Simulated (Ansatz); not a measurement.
Input

```
crystal:
  periodic: [false, false, false]
  atoms:
    - { symbol: Al, position_ang: [-0.671774, -0.907604, 0.163562] }
    - { symbol: "N", position_ang: [-0.497042, 0.941304, -0.114655] }
    - { symbol: H, position_ang: [-0.840727, -1.807083, -1.136927] }
    - { symbol: H, position_ang: [-0.688938, -1.391384, 1.677987] }
    - { symbol: H, position_ang: [1.760536, 0.454665, -0.150492] }
    - { symbol: F, position_ang: [2.323414, -0.271578, -0.072786] }
    - { symbol: H, position_ang: [-0.738739, 1.370744, -1.011665] }
    - { symbol: H, position_ang: [-0.646831, 1.610836, 0.644976] }
basis:
  gaussian: { orbitals: def2-SVP }
hamiltonian:
  xc: pbe
  dispersion: d4
relax:
  f_tol: 0.03
  max_steps: 50
output:
  orbitals: {}
```

Command:

```sh
ansatz run input.yaml --threads 1 --pin off --max-ram 2048MiB --backend cpu --events-out ev --progress --plain --runs-dir out
```

The fields are those of the relaxed geometry.

These are results of Ansatz, RKS PBE-D4/def2-SVP, not measurements.

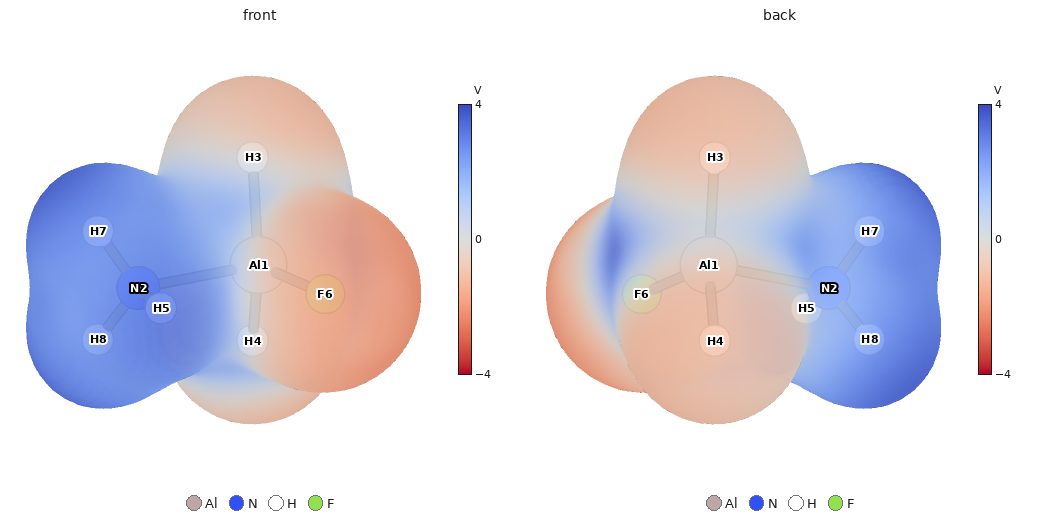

AlFH5N. The molecular electrostatic potential painted on the density surface at 0.004 e/bohr³, seen from the front and from behind; the colour scale runs from red (negative) to blue (positive).

**Where is the surface potential most negative and most positive?**

The most negative region (about −2.0 V) lies over F6, the most positive (about +3.4 V) over H7 and H8.
